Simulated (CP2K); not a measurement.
Consider 3-ethynylfuran at its PBE geometry (Å).

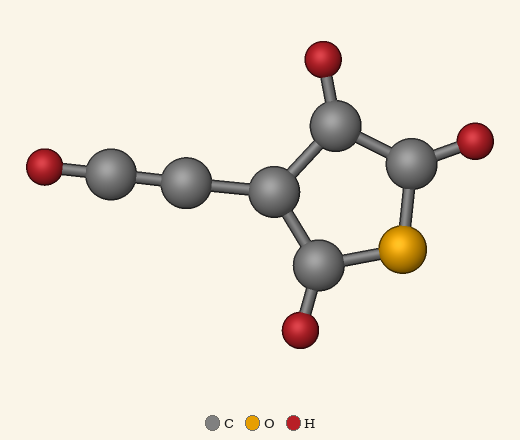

The molecule (carbon grey, oxygen orange, hydrogen red).

```xyz
11

C     2.8265   -0.2139   -0.4307
C     1.6335   -0.0661   -0.2522
C     0.2411    0.0840   -0.0422
C    -0.7295   -0.9647    0.1750
C    -1.9341   -0.3491    0.3252
O    -1.7960    1.0189    0.2189
C    -0.4684    1.2636   -0.0053
H     3.8761   -0.3406   -0.5916
H    -0.5276   -2.0288    0.2113
H    -2.9407   -0.7050    0.5061
H    -0.1812    2.3018   -0.1145
```

Method: CP2K XAS_TDP, all-electron GAPW, PBEh(45%), aug-cc-pVDZ, TDA, no relativity.

Question: Where do the C K-edge lines lie, and how strong are they?

Leading lines: C1 281.75 eV, C2 282.02 eV, C3 282.33 eV, C4 282.01 eV, C5 282.77 eV and C7 282.45 eV. The leading line of an atom is its first one with 35 % of the strongest within 2.5 eV of its lowest line over the strength cut. 

The first six lines of each atom with a strength over 0.0015:

```
                     atom  energy (eV)  states  strength, one atom
   C1 (bonded to C and H)       281.75       1              0.0428
                                282.01       1              0.0489
                                284.37       1              0.0055
                                285.01       1              0.0049
                                285.42       1              0.0025
                                285.87       1              0.0077
       C2 (bonded to 2 C)       282.02       1              0.0378
                                282.22       1              0.0510
                                284.85       1              0.0081
                                286.41       1              0.0085
                                286.92       1              0.0026
                                287.54       1              0.0027
       C3 (bonded to 3 C)       282.33       1              0.0374
                                284.82       1              0.0020
                                285.08       1              0.0020
                                286.30       1              0.0166
                                286.65       2              0.0029
                                286.89       1              0.0019
 C4 (bonded to 2 C and H)       282.01       1              0.0494
                                283.68       1              0.0028
                                284.56       1              0.0102
                                285.32       1              0.0099
                                285.54       1              0.0023
                                286.03       1              0.0021
C5 (bonded to C, O and H)       282.77       1              0.0536
                                285.68       1              0.0018
                                285.72       1              0.0175
                                286.41       1              0.0200
                                286.81       1              0.0027
                                287.11       1              0.0033
C7 (bonded to C, O and H)       282.45       1              0.0537
                                286.00       1              0.0167
                                286.67       1              0.0115
                                286.96       1              0.0050
                                287.11       1              0.0060
                                287.33       1              0.0046
```

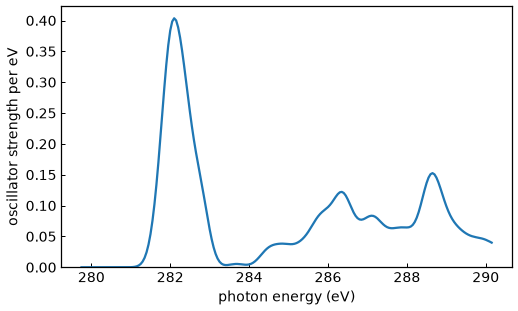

All atoms added, broadened by 0.5 eV.

Lines are vertical, at one geometry, with no vibrational structure. Without a correction of the core level, line positions, and the gaps between valence and Rydberg lines, follow the share of exact exchange. At this level such K lines come out 3 to 6 eV under measured ones. These values hold no scalar relativity, about 0.1 eV for C 1s. Rydberg lines, and the discretised continuum above threshold, depend on the basis and the box.

[Banner, clock and machine lines of the logs are left out without a mark of their own.]

[Logs are printed without paths, hosts, clocks, repeated set-up lines and the standing remarks that a program may print on its own settings, such as how far it seeks lower states.]

[Hosts, paths, dates, database ids (printed as entryN), source tags and the programs' standing remarks are cut or masked in the printed files.]
